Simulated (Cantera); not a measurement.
Feed: 1 mol PbO, a varied amount of CH4, 0.39 mol N2, held at 1948 K and 143 Torr.

These are equilibrium values from Cantera (NASA tables, ideal gas, pure condensed phases), not measurements of a reactor. Candidate condensed phases: C, C6H6, C7H8, C8H18, H2O, Pb, PbO, PbO2, Pb3O4; 139 gas species. The numbers say what is thermodynamically allowed, not how fast it happens.

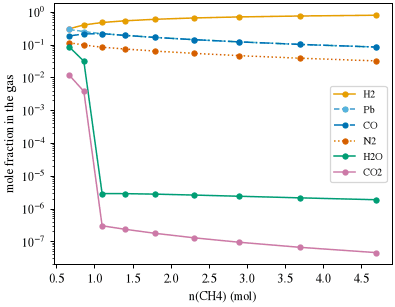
Figure. Equilibrium gas composition (values under 1e-9 drawn at 1e-9)

From 0.67 mol CH4 to 0.86 mol CH4 nothing is condensed. From 1.1 mol CH4 to 4.7 mol CH4 the condensed part is C(graphite). The main Pb-bearing gas is Pb throughout.
